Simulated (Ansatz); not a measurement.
# FH4NOSi: shift of H7 from Si2 to N1, part 2 of 3

Aim: the minimum-energy path and barrier of the shift of H7 from Si2 to N1. The ends are relaxed first, then joined by a nudged elastic band. SMILES of the start: N[SiH](O)F.

Ansatz 0.2.0; RKS PBE0-D4/cc-pVDZ. Earlier steps stand in the parts before.

### 8 Frequencies at the highest image

The geometry is the highest inner image of the first converged band.

Contents of input.yaml:

```yaml
crystal:
  periodic: [false, false, false]
  atoms:
    - { symbol: "N", position_ang: [-0.665786, 0.890653, -0.104163] }
    - { symbol: Si, position_ang: [0.875027, -0.187499, -0.262872] }
    - { symbol: O, position_ang: [0.822977, -1.125067, 1.132516] }
    - { symbol: F, position_ang: [0.5459, -1.231274, -1.514572] }
    - { symbol: H, position_ang: [-1.048661, 1.299981, -0.958885] }
    - { symbol: H, position_ang: [-1.384609, 0.815974, 0.623874] }
    - { symbol: H, position_ang: [0.672115, 1.397089, -0.006032] }
    - { symbol: H, position_ang: [0.275237, -1.916957, 1.034434] }
basis:
  gaussian: { orbitals: cc-pVDZ }
hamiltonian:
  xc: pbe0
  dispersion: d4
phonons: {}
```

Started as:

```sh
> ansatz run input.yaml --threads 1 --pin off --max-ram 2048MiB --backend cpu --events-out ev --progress --plain --runs-dir out
```

Standard output, shortened:

```text
Warning: RAYON_NUM_THREADS=1 ignored (pool sized by the plan → 1); use --threads N
[...]
Functional definition: PBE0
[...]
845 factors; integrals over basis functions are off by at most 5.2e-4 eV
[...]
mean field -14187.43322287 eV, -521.3785543529 hartree, gradient 4.4e-5 eV, S^2 0.000000; 0 other end points of the search recorded, 0 dependent functions left out
[...]
reference -14187.43324672 eV, -521.3785552294 hartree; 21, 21 occupied and 59, 59 virtual orbitals, 845 factors
[...]
845 factors; integrals over basis functions are off by at most 5.2e-4 eV
[...]
WARN: phonons: modes at or below zero, which the zero-point energy, F, S and C_V leave out: 1, the lowest at -1485.92 cm⁻¹. A minimum has none, and a first-order saddle one
[...]
Atom 4 at    -1.048661     1.299981    -0.958885 Å, force     0.000034    -0.000024    -0.000020 eV/Å
Atom 5 at    -1.384609     0.815974     0.623874 Å, force     0.000043     0.000093    -0.000013 eV/Å
Atom 6 at     0.672115     1.397089    -0.006032 Å, force     0.000030    -0.000040    -0.000230 eV/Å
Atom 7 at     0.275237    -1.916957     1.034434 Å, force    -0.000042    -0.000041    -0.000038 eV/Å
Dipole moment:    -0.587138     0.228529     0.088616 e Å
Vibrations: -1485.92 152.21 206.99 275.31 314.89 338.39 573.16 652.39 711.08 779.08 860.08 908.89 1096.76 1474.91 1892.57 3444.35 3600.47 3826.38 cm⁻¹, zero-point energy 1.308524 eV
```

Wall time 87 s (1 thread of Arm Neoverse V2, shared host); peak memory 0.15 GiB.

Of 18 modes, 1 is imaginary by more than 30 cm⁻¹ (1486i cm⁻¹).

### 9 The band again, with other settings

crystal.atoms is end A as relaxed above, and neb.final_atoms is end B, turned to lie on A. With 5 inner images the band has 7 in all. The start path is listed, through a guess of the saddle.

Contents of input.yaml:

```yaml
crystal:
  periodic: [false, false, false]
  atoms:
    - { symbol: "N", position_ang: [-1.068312, 0.525213, -0.103141] }
    - { symbol: Si, position_ang: [0.572535, -0.00949, -0.171562] }
    - { symbol: O, position_ang: [0.861207, -1.11404, 1.039233] }
    - { symbol: F, position_ang: [0.699404, -0.680618, -1.667219] }
    - { symbol: H, position_ang: [-1.448453, 0.937131, -0.950925] }
    - { symbol: H, position_ang: [-1.355288, 1.071326, 0.704241] }
    - { symbol: H, position_ang: [1.678749, 0.975217, -0.04927] }
    - { symbol: H, position_ang: [0.152358, -1.761839, 1.142943] }
basis:
  gaussian: { orbitals: cc-pVDZ }
hamiltonian:
  xc: pbe0
  dispersion: d4
neb:
  order_check: false
  images: 5
  f_tol: 0.2
  max_iterations: 60
  final_atoms:
    - { symbol: "N", position_ang: [-0.62620008, 0.82958079, -0.24875564] }
    - { symbol: Si, position_ang: [1.36263265, 0.09384378, 0.19758358] }
    - { symbol: O, position_ang: [0.70719412, -1.03172867, 1.31312973] }
    - { symbol: F, position_ang: [1.16948657, -0.83938449, -1.21387711] }
    - { symbol: H, position_ang: [-0.725576, 1.82680151, -0.44433123] }
    - { symbol: H, position_ang: [-1.23828761, 0.58941687, 0.53408976] }
    - { symbol: H, position_ang: [-0.93727446, 0.30744706, -1.07206345] }
    - { symbol: H, position_ang: [0.38022481, -1.83307686, 0.87852436] }
  initial_path:
    images:
      - { positions_ang: [[-1.068312, 0.525213, -0.103141], [0.572535, -0.00949, -0.171562], [0.861207, -1.11404, 1.039233], [0.699404, -0.680618, -1.667219], [-1.448453, 0.937131, -0.950925], [-1.355288, 1.071326, 0.704241], [1.678749, 0.975217, -0.04927], [0.152358, -1.761839, 1.142943]] }
      - { positions_ang: [[-0.98536662, 0.51646813, -0.09194542], [0.60311115, -0.0363112, -0.23366178], [0.87345302, -1.08968438, 1.00593323], [0.68318121, -0.78292737, -1.67106939], [-1.34821187, 0.97426003, -0.94334262], [-1.1667765, 1.13092372, 0.689951], [1.23210807, 0.97810689, 0.07961693], [0.20070154, -1.74793582, 1.10881805]] }
      - { positions_ang: [[-0.90242124, 0.50772326, -0.08074983], [0.63368729, -0.0631324, -0.29576156], [0.88569904, -1.06532876, 0.97263346], [0.66695843, -0.88523675, -1.67491979], [-1.24797075, 1.01138905, -0.93576024], [-0.978265, 1.19052145, 0.675661], [0.78546714, 0.98099679, 0.20850385], [0.24904509, -1.73403264, 1.0746931]] }
      - { positions_ang: [[-0.81947587, 0.49897839, -0.06955425], [0.66426344, -0.0899536, -0.35786134], [0.89794506, -1.04097314, 0.93933369], [0.65073564, -0.98754612, -1.67877018], [-1.14772962, 1.04851808, -0.92817785], [-0.7897535, 1.25011917, 0.661371], [0.33882621, 0.98388668, 0.33739078], [0.29738863, -1.72012946, 1.04056815]] }
      - { positions_ang: [[-0.7550506, 0.60917919, -0.12928805], [0.89705318, -0.02868781, -0.17271303], [0.83436141, -1.03789165, 1.06393237], [0.82365262, -0.93815891, -1.52380582], [-1.00701175, 1.30794589, -0.76689565], [-0.93926487, 1.02988507, 0.61894392], [-0.08654068, 0.75840681, -0.1324273], [0.32500069, -1.75777859, 0.98655355]] }
      - { positions_ang: [[-0.69062534, 0.71937999, -0.18902184], [1.12984292, 0.03257799, 0.01243527], [0.77077777, -1.03481016, 1.18853105], [0.9965696, -0.8887717, -1.36884147], [-0.86629387, 1.5673737, -0.60561344], [-1.08877624, 0.80965097, 0.57651684], [-0.51190757, 0.53292693, -0.60224537], [0.35261275, -1.79542772, 0.93253895]] }
      - { positions_ang: [[-0.62620008, 0.82958079, -0.24875564], [1.36263265, 0.09384378, 0.19758358], [0.70719412, -1.03172867, 1.31312973], [1.16948657, -0.83938449, -1.21387711], [-0.725576, 1.82680151, -0.44433123], [-1.23828761, 0.58941687, 0.53408976], [-0.93727446, 0.30744706, -1.07206345], [0.38022481, -1.83307686, 0.87852436]] }
```

Started as:

```sh
> ansatz run input.yaml --threads 1 --pin off --max-ram 2048MiB --backend cpu --events-out ev --progress --plain --runs-dir out
```

Standard output, shortened:

```text
Warning: RAYON_NUM_THREADS=1 ignored (pool sized by the plan → 1); use --threads N
[...]
[... 1 set-up line as earlier in the session ...]
[...]
839 factors; integrals over basis functions are off by at most 2.9e-4 eV
[...]
mean field -14190.46293771 eV, -521.4898943198 hartree, gradient 2.2e-5 eV, S^2 0.000000; 0 other end points of the search recorded, 0 dependent functions left out
[...]
reference -14190.46296087 eV, -521.4898951708 hartree; 21, 21 occupied and 59, 59 virtual orbitals, 839 factors
[...]
Atom 4 at    -1.086225     1.310383    -0.922633 Å, force    -0.012519     0.014199    -0.000474 eV/Å
Atom 5 at    -1.341392     0.827824     0.680097 Å, force    -0.029373     0.023504    -0.010797 eV/Å
Atom 6 at     0.683168     1.397264    -0.033104 Å, force    -0.003569     0.022562     0.002903 eV/Å
Atom 7 at     0.324616    -1.946721     1.003964 Å, force     0.000248     0.036420     0.002899 eV/Å
Dipole moment:    -0.566480     0.223444     0.094067 e Å
this run last wrote the band of iteration 34 to <dir>
```

It took 7.3 min on 1 thread of Arm Neoverse V2, shared host; peak memory 0.15 GiB.

### 10 Images and barrier

Images 0 and 6 are the ends. Energies count from image 0; the path length is the program's own measure over all atoms.

```
image  path (Å)  energy (eV)  H7–Si2 (Å)  H7–N1 (Å)  band force (eV/Å)
    0     0.000       0.0000        1.49       2.78                  -
   1*     1.550       3.0306        1.62       1.43              0.097
    2     3.487       1.1138        2.77       1.02              0.034
    3     5.423       1.3243        2.80       1.02              0.127
    4     7.364       1.2833        3.61       1.02              0.150
    5     9.272       1.8015        3.37       1.02              0.095
    6    11.179       1.1058        2.64       1.02                  -
```

The star marks the climbing image.

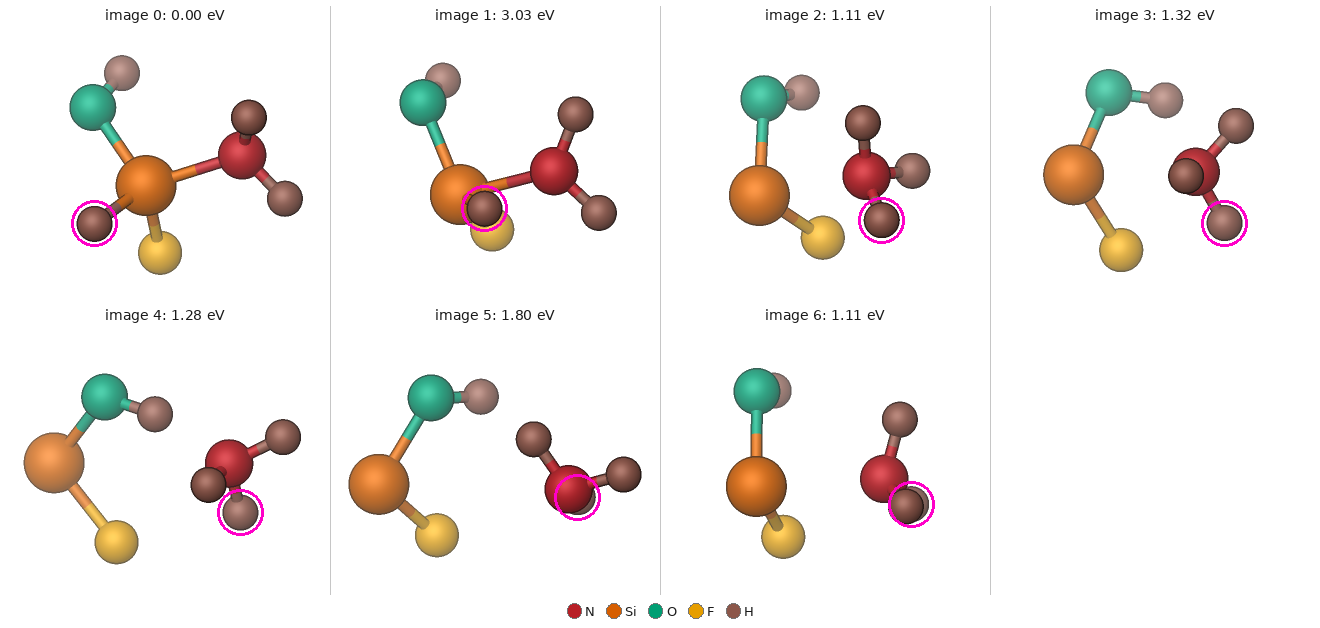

The images of the last band, seen from a free direction. Ringed: H7. Sticks join atoms closer than a bonding distance in each image.

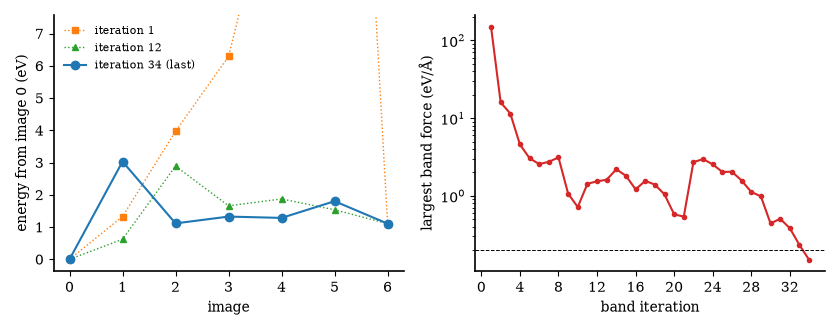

Left: energy of each image for early iterations and the last one (lines only join the points; early values far above the last band run off the scale). Right: the largest band force by iteration, with the threshold dashed.

### 11 Another band, settings changed

crystal.atoms is end A as relaxed above, and neb.final_atoms is end B, turned to lie on A. With 6 inner images the band has 8 in all. The start path is listed, through a guess of the saddle.

Contents of input.yaml:

```yaml
crystal:
  periodic: [false, false, false]
  atoms:
    - { symbol: "N", position_ang: [-1.068312, 0.525213, -0.103141] }
    - { symbol: Si, position_ang: [0.572535, -0.00949, -0.171562] }
    - { symbol: O, position_ang: [0.861207, -1.11404, 1.039233] }
    - { symbol: F, position_ang: [0.699404, -0.680618, -1.667219] }
    - { symbol: H, position_ang: [-1.448453, 0.937131, -0.950925] }
    - { symbol: H, position_ang: [-1.355288, 1.071326, 0.704241] }
    - { symbol: H, position_ang: [1.678749, 0.975217, -0.04927] }
    - { symbol: H, position_ang: [0.152358, -1.761839, 1.142943] }
basis:
  gaussian: { orbitals: cc-pVDZ }
hamiltonian:
  xc: pbe0
  dispersion: d4
neb:
  order_check: false
  images: 6
  f_tol: 0.05
  max_iterations: 49
  climbing: false
  final_atoms:
    - { symbol: "N", position_ang: [-0.62620008, 0.82958079, -0.24875564] }
    - { symbol: Si, position_ang: [1.36263265, 0.09384378, 0.19758358] }
    - { symbol: O, position_ang: [0.70719412, -1.03172867, 1.31312973] }
    - { symbol: F, position_ang: [1.16948657, -0.83938449, -1.21387711] }
    - { symbol: H, position_ang: [-0.725576, 1.82680151, -0.44433123] }
    - { symbol: H, position_ang: [-1.23828761, 0.58941687, 0.53408976] }
    - { symbol: H, position_ang: [-0.93727446, 0.30744706, -1.07206345] }
    - { symbol: H, position_ang: [0.38022481, -1.83307686, 0.87852436] }
  initial_path:
    images:
      - { positions_ang: [[-1.068312, 0.525213, -0.103141], [0.572535, -0.00949, -0.171562], [0.861207, -1.11404, 1.039233], [0.699404, -0.680618, -1.667219], [-1.448453, 0.937131, -0.950925], [-1.355288, 1.071326, 0.704241], [1.678749, 0.975217, -0.04927], [0.152358, -1.761839, 1.142943]] }
      - { positions_ang: [[-0.99721596, 0.5177174, -0.09354479], [0.59874313, -0.0324796, -0.22479038], [0.87170359, -1.09316376, 1.01069034], [0.68549875, -0.76831175, -1.67051934], [-1.36253204, 0.96895588, -0.94442582], [-1.19370671, 1.12240976, 0.69199243], [1.29591392, 0.97769405, 0.06120451], [0.19379532, -1.74992199, 1.11369304]] }
      - { positions_ang: [[-0.92611992, 0.5102218, -0.08394857], [0.62495125, -0.0554692, -0.27801876], [0.88220018, -1.07228751, 0.98214768], [0.67159351, -0.8560055, -1.67381967], [-1.27661107, 1.00078076, -0.93792663], [-1.03212543, 1.17349352, 0.67974386], [0.91307884, 0.98017111, 0.17167902], [0.23523265, -1.73800498, 1.08444308]] }
      - { positions_ang: [[-0.85502388, 0.50272619, -0.07435236], [0.65115938, -0.0784588, -0.33124715], [0.89269676, -1.05141127, 0.95360502], [0.65768826, -0.94369925, -1.67712001], [-1.19069011, 1.03260564, -0.93142745], [-0.87054414, 1.22457729, 0.66749529], [0.53024376, 0.98264816, 0.28215352], [0.27666997, -1.72608797, 1.05519313]] }
      - { positions_ang: [[-0.79186504, 0.54620731, -0.09515445], [0.76403047, -0.06369683, -0.27851206], [0.87069492, -1.0396525, 0.99273313], [0.72484292, -0.96638017, -1.61235688], [-1.08742196, 1.15970143, -0.85905691], [-0.8538298, 1.15573313, 0.64318797], [0.15652612, 0.88725245, 0.13604017], [0.30922237, -1.7362648, 1.01741903]] }
      - { positions_ang: [[-0.73664339, 0.64066514, -0.14635484], [0.96356453, -0.01118329, -0.11981352], [0.81619466, -1.03701123, 1.09953199], [0.87305747, -0.92404828, -1.47953029], [-0.96680664, 1.38206812, -0.72081502], [-0.9819824, 0.96696104, 0.6068219], [-0.20807408, 0.69398399, -0.26666103], [0.33288985, -1.76853549, 0.97112081]] }
      - { positions_ang: [[-0.68142174, 0.73512296, -0.19755524], [1.16309859, 0.04133024, 0.03888503], [0.76169439, -1.03436995, 1.20633086], [1.02127202, -0.88171638, -1.3467037], [-0.84619132, 1.60443482, -0.58257312], [-1.11013501, 0.77818896, 0.57045583], [-0.57267427, 0.50071552, -0.66936224], [0.35655733, -1.80080617, 0.92482258]] }
      - { positions_ang: [[-0.62620008, 0.82958079, -0.24875564], [1.36263265, 0.09384378, 0.19758358], [0.70719412, -1.03172867, 1.31312973], [1.16948657, -0.83938449, -1.21387711], [-0.725576, 1.82680151, -0.44433123], [-1.23828761, 0.58941687, 0.53408976], [-0.93727446, 0.30744706, -1.07206345], [0.38022481, -1.83307686, 0.87852436]] }
```

Started as:

```sh
> ansatz run input.yaml --threads 1 --pin off --max-ram 2048MiB --backend cpu --events-out ev --progress --plain --runs-dir out
```

Standard output, shortened:

```text
Warning: RAYON_NUM_THREADS=1 ignored (pool sized by the plan → 1); use --threads N
[...]
[... 1 set-up line as earlier in the session ...]
[...]
839 factors; integrals over basis functions are off by at most 2.9e-4 eV
[...]
mean field -14190.46293771 eV, -521.4898943198 hartree, gradient 2.2e-5 eV, S^2 0.000000; 0 other end points of the search recorded, 0 dependent functions left out
[...]
reference -14190.46296087 eV, -521.4898951708 hartree; 21, 21 occupied and 59, 59 virtual orbitals, 839 factors
[...]
Atom 4 at    -1.003470     1.033398    -0.829579 Å, force    -0.767020     0.557064    -0.087292 eV/Å
Atom 5 at    -0.811131     1.036049     0.802126 Å, force    -0.739392     0.311069    -0.066299 eV/Å
Atom 6 at     0.626351     1.570277    -0.301328 Å, force     2.842207    -1.622916     0.184898 eV/Å
Atom 7 at    -0.037196    -1.763844     0.809450 Å, force     0.466421     0.248809     0.485863 eV/Å
Dipole moment:     0.003192     0.391298     0.039967 e Å
this run last wrote the band of iteration 33 to <dir>
```

Run time: 8.4 min. Hardware: 1 thread of Arm Neoverse V2, shared host; peak memory 0.15 GiB.

### 12 The band, image by image

Images 0 and 7 are the ends. Energies count from image 0; the path length is the program's own measure over all atoms.

```
image  path (Å)  energy (eV)  H7–Si2 (Å)  H7–N1 (Å)  band force (eV/Å)
    0     0.000       0.0000        1.49       2.78                  -
    1     1.571       2.9218        1.67       1.96              0.014
    2     3.143       1.1135        2.88       1.02              0.017
    3     4.713       1.1246        2.71       1.02              0.009
    4     6.284       1.6507        3.00       1.02              0.025
    5     7.856       1.3642        3.13       1.02              0.025
    6     9.430       1.7430        2.88       1.02              0.023
    7    11.004       1.1058        2.64       1.02                  -
```

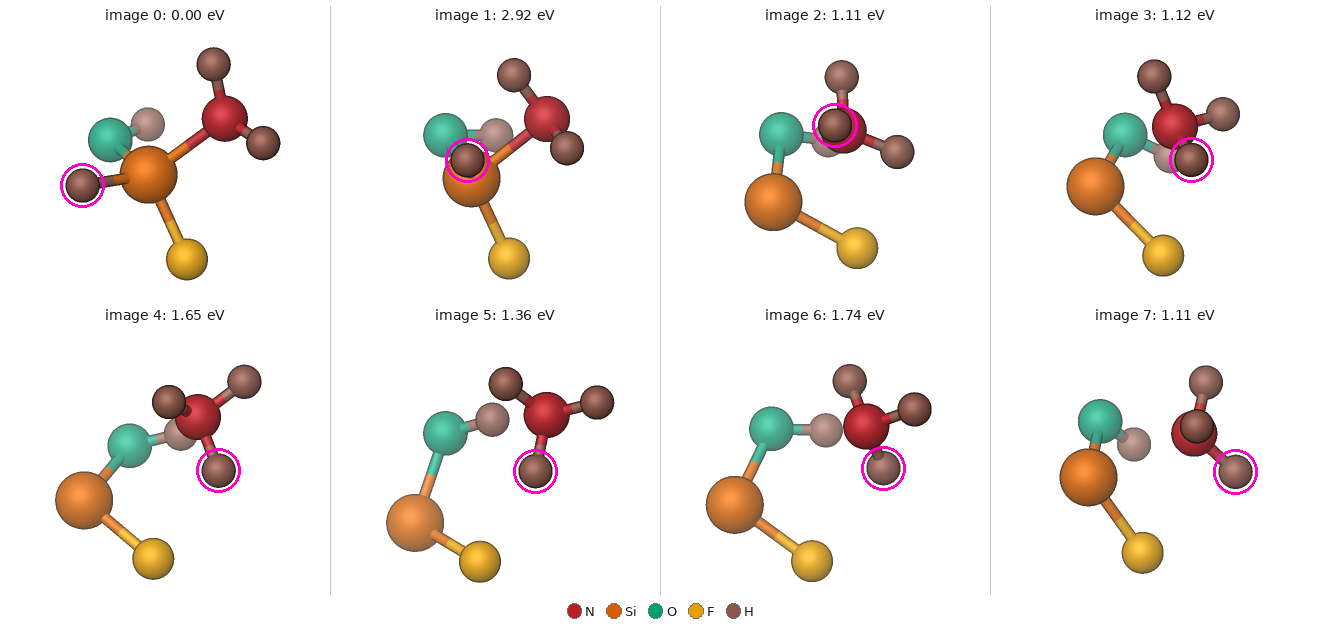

Snapshots along the band, viewed from a free direction. Ringed: H7. Sticks join atoms closer than a bonding distance in each image.

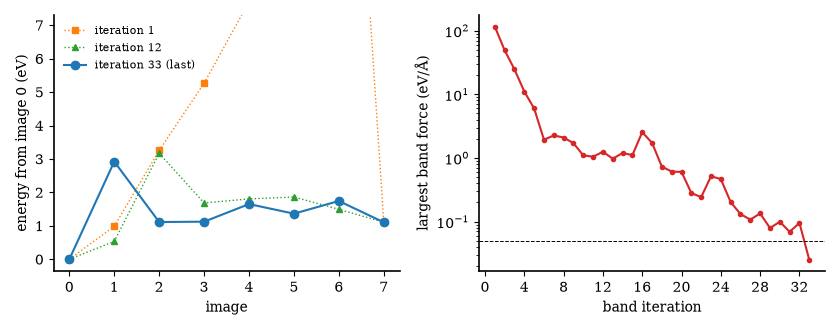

Left: energy of each image for early iterations and the last one (lines only join the points; early values far above the last band run off the scale). Right: the largest band force by iteration, with the threshold dashed.

### 13 Dynamics from the top

It starts at the highest inner image of the first converged band: 80 steps of 0.5 fs at constant energy, with velocities drawn for 300 K.

Contents of input.yaml:

```yaml
crystal:
  periodic: [false, false, false]
  atoms:
    - { symbol: "N", position_ang: [-0.665786, 0.890653, -0.104163] }
    - { symbol: Si, position_ang: [0.875027, -0.187499, -0.262872] }
    - { symbol: O, position_ang: [0.822977, -1.125067, 1.132516] }
    - { symbol: F, position_ang: [0.5459, -1.231274, -1.514572] }
    - { symbol: H, position_ang: [-1.048661, 1.299981, -0.958885] }
    - { symbol: H, position_ang: [-1.384609, 0.815974, 0.623874] }
    - { symbol: H, position_ang: [0.672115, 1.397089, -0.006032] }
    - { symbol: H, position_ang: [0.275237, -1.916957, 1.034434] }
basis:
  gaussian: { orbitals: cc-pVDZ }
hamiltonian:
  xc: pbe0
  dispersion: d4
md:
  timestep: 0.5
  n_steps: 80
  ensemble: nve
  temperature: 300.0
  initial_velocities: maxwell_boltzmann
  seed: 3412
```

Started as:

```sh
> ansatz run input.yaml --threads 1 --pin off --max-ram 2048MiB --backend cpu --events-out ev --progress --plain --runs-dir out
```

Standard output, shortened:

```text
Warning: RAYON_NUM_THREADS=1 ignored (pool sized by the plan → 1); use --threads N
[...]
[... 1 set-up line as earlier in the session ...]
[...]
845 factors; integrals over basis functions are off by at most 5.2e-4 eV
[...]
mean field -14187.43322287 eV, -521.3785543529 hartree, gradient 4.4e-5 eV, S^2 0.000000; 0 other end points of the search recorded, 0 dependent functions left out
[...]
reference -14187.43324672 eV, -521.3785552294 hartree; 21, 21 occupied and 59, 59 virtual orbitals, 845 factors
[...]
md step    30: t =    15.00 fs  T =  1223.9 K  F+E_penalty+E_count = -14188.25708620 eV  E_kin = 0.949236 eV  conserved = -14187.30785070 eV  (29 SCF iters, 3 dispersion substeps)
[...]
md step    39: t =    19.50 fs  T =  1731.9 K  F+E_penalty+E_count = -14188.64620878 eV  E_kin = 1.343202 eV  conserved = -14187.30300720 eV  (29 SCF iters, 3 dispersion substeps)
md step    40: t =    20.00 fs  T =  1788.0 K  F+E_penalty+E_count = -14188.69280657 eV  E_kin = 1.386724 eV  conserved = -14187.30608303 eV  (29 SCF iters, 3 dispersion substeps)
```

### 14 More of the same log: dynamics from the highest image of the converged band

The log, continued, shortened:

```text
md step    41: t =    20.50 fs  T =  1993.6 K  F+E_penalty+E_count = -14188.86193511 eV  E_kin = 1.546119 eV  conserved = -14187.31581561 eV  (28 SCF iters, 3 dispersion substeps)
[...]
md step    51: t =    25.50 fs  T =  1358.6 K  F+E_penalty+E_count = -14188.36223527 eV  E_kin = 1.053665 eV  conserved = -14187.30857042 eV  (28 SCF iters, 3 dispersion substeps)
[...]
Atom 4 at    -1.373720     1.185919    -0.949371 Å, force    -0.400946    -0.312454    -1.076293 eV/Å
Atom 5 at    -1.449568     0.514686     0.520460 Å, force    -0.133008    -0.488088     0.096593 eV/Å
Atom 6 at    -1.542890     2.040761     0.320559 Å, force    -2.398940     4.649410     1.983253 eV/Å
Atom 7 at     0.309552    -1.974074     0.779063 Å, force    -0.390702    -0.385513    -0.024506 eV/Å
Dipole moment:    -0.488506     0.112300     0.056397 e Å
```

Wall time 3.4 min (1 thread of Arm Neoverse V2, shared host); peak memory 0.15 GiB.

(Continued in part 3 of 3.)
